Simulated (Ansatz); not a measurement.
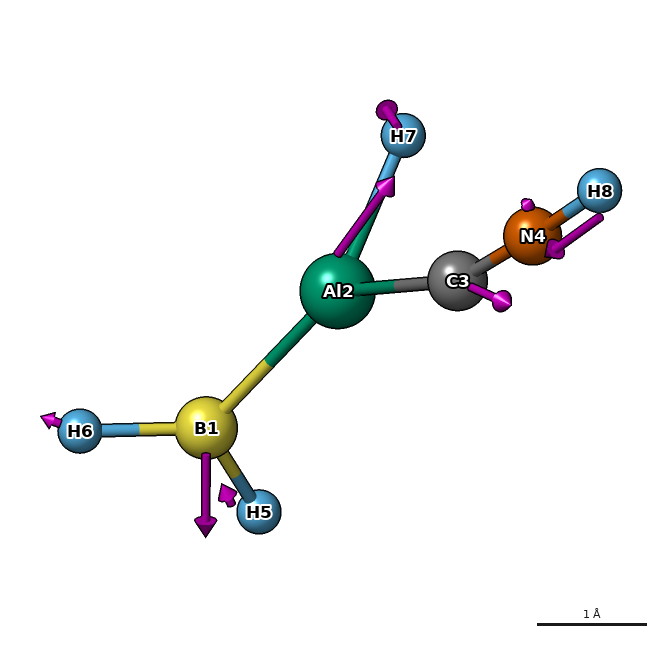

Arrows show the forces on the atoms, 0.6 Å of arrow for 1 eV/Å; forces under a tenth of the largest aren't drawn. Charge +1, singlet. Level of theory: ωB97X-V/def2-TZVPP (Ansatz 0.2.0).

Q: On which atom is the force largest, and how large is it?

A: On Al2: 1.77 eV/Å.

Q: Which bond do the forces act along most?

A: B1–Al2, now 2.036 Å: the forces push its atoms apart, so a first step downhill lengthens it.

List the force components in the frame of the picture (x right, y up, z towards the viewer), in eV/Å.

```tsv
atom	Fx	Fy	Fz
B1	−0.01	−1.30	−0.58
Al2	0.89	1.22	0.93
C3	0.63	−0.29	1.05
N4	0.10	0.14	0.17
H5	−0.16	0.34	0.20
H6	−0.33	0.12	0.04
H7	−0.25	0.39	−0.80
H8	−0.87	−0.63	−1.00
```
